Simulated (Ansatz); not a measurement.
Abstraction of Cl: GeH2(CH3)Cl + SiH3(SiH2) → GeH2(CH3) + SiH2(SiH3)Cl

Species: GeH2(CH3)Cl, singlet; SiH3(SiH2), doublet; GeH2(CH3), doublet; SiH2(SiH3)Cl, singlet. A radical takes Cl: the energy is the difference in strength between the Ge–Cl bond broken and the Si–Cl bond made.

Shapes, held fixed at every level: PBE0-D4/def2-TZVP. Programs: Ansatz 0.2.0. The zero-point and thermal change to 298 K, harmonic and unscaled (PBE0-D4/def2-TZVP), is +0.4 kJ/mol.

```
               level                    kind  ΔH(298 K) (kJ/mol)  less CCSD(T)/def2-TZVPP  CPU time (sum over the molecules)
r2SCAN-D4/def2-TZVPP                meta-GGA               -15.9                     -0.8                               49 s
 B3LYP-D4/def2-TZVPP           global hybrid               -20.8                     -5.7                               36 s
 BHLYP-D4/def2-TZVPP           global hybrid               -20.5                     -5.4                               26 s
  wB97X-V/def2-TZVPP  range-separated hybrid               -19.7                     -4.6                               77 s
   B2PLYP/def2-TZVPP           double hybrid               -19.7                     -4.6                               40 s
     CCSD/def2-TZVPP   coupled cluster or CI               -15.4                     -0.3                                  –
  CCSD(T)/def2-TZVPP   coupled cluster or CI               -15.1                      0.0                            7.3 min
```

The highest level, CCSD(T)/def2-TZVPP, gives ΔH(298 K) = -15.1 kJ/mol; the levels span -20.8 to -15.1. The column of differences is taken from that level and isn't an error. No measured value is set beside it here. Open shells run unrestricted unless RO is named. Relativity is left out for Ge unless named. Correlated rows may include outer-core shells of Ge, which these sets cover unevenly. Times are processor times on shared x86 and Arm servers, and rough.

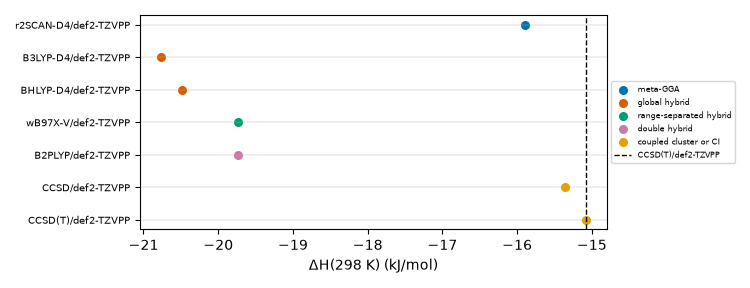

The values of the table, level by level.
